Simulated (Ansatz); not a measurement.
```
atom    x (Å)    y (Å)    z (Å)
  Cu  -2.6379   0.2824   0.1703
   B  -0.4325   0.2342   0.0386
   B   1.3693  -0.3206  -0.0982
   B  -1.4085  -1.1482   0.0263
   B   0.0962  -1.3757  -0.0729
   B   2.2435   0.9768  -0.0823
   B   0.7699   1.3510   0.0181
```

Geometry: PBE-D4/def2-SVPD.

Computed with RKS PBE0-D4/def2-TZVPD (Ansatz).

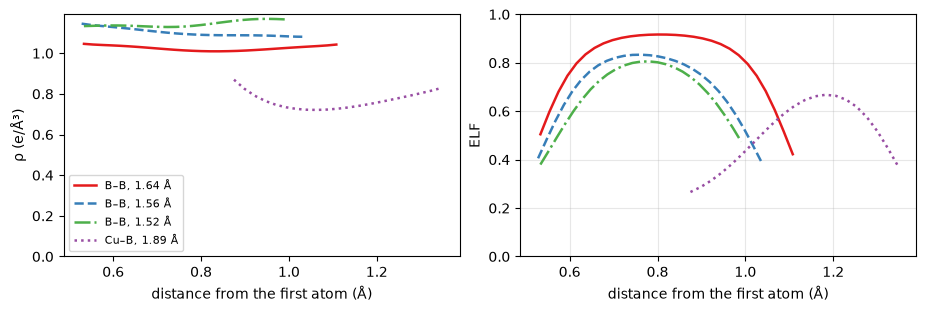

B6Cu (charge −1). Total electron density and ELF along straight lines between neighbouring atoms. The curves leave out the atomic cores.

**What can be read from the curves?**

B–B (1.64 Å): the density is about 1 e/Å³ at the midpoint; the ELF peaks at about 0.90 between the atoms: a covalent bond.
B–B (1.56 Å): ρ is about 1.1 e/Å³ halfway; the ELF peaks at about 0.85 between the atoms: localised, covalent bonding.
B–B (1.52 Å): ρ is about 1.1 e/Å³ halfway; the ELF peaks at about 0.80 between the atoms (a covalent bond).
Cu–B (1.89 Å): ρ is about 0.77 e/Å³ halfway; the ELF peaks at about 0.65 in the valence shell of B, 0.7 Å from its nucleus, and is about 0.35 at the midpoint.
